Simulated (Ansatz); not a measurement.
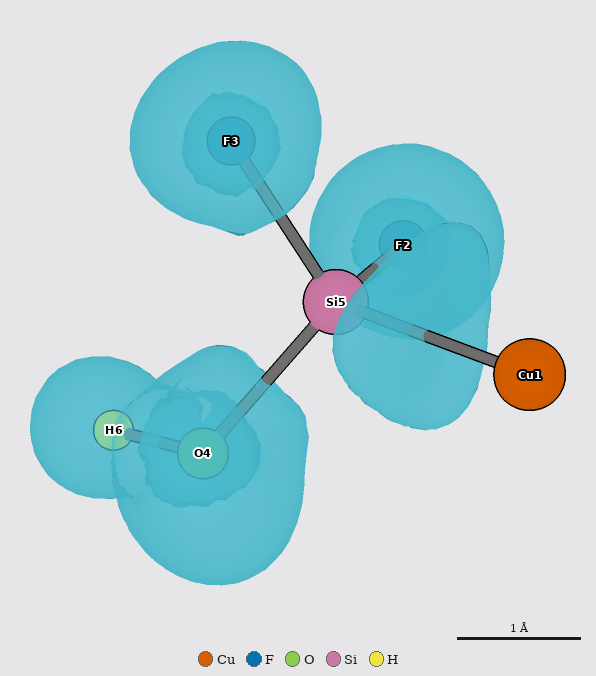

Figure. CuF$_{2}$HOSi. Isosurface of the electron localisation function at 0.75 (cyan), seen at an oblique angle. Only the valence region is drawn (cores and ρ < 0.01 e/Å³ removed).

Geometry: r2SCAN-D4/def2-SVP.

All numbers below come from isolated molecule in a Gaussian basis; Kohn-Sham density functional theory, functional PBE0 (Ansatz 0.2.0).

```xyz
6

Cu   -1.7184   -2.7588    0.6903
F    -1.8684   -1.9034   -2.4069
F     0.3872   -2.8569   -1.7395
O    -0.2575   -0.4235   -0.9099
Si   -0.8372   -1.9572   -1.1422
H     0.1487   -0.0023   -1.6797
```

Describe the localisation domains.

Answer. The surface consists of one region between bonded Cu–Si atoms (shared pairs), two regions wrapped around F (the valence shell of each) and one joined region spread over several atoms (H, O), in which their bonds and any lone pairs are merged.

Values along the shortest contacts:
Si–F (1.63 Å): the ELF peaks at about 0.85 in the valence shell of F, 0.6 Å from its nucleus, and is about 0.55 at the midpoint. Si–O (1.66 Å): the ELF peaks at about 0.85 between the atoms; a polar covalent bond.
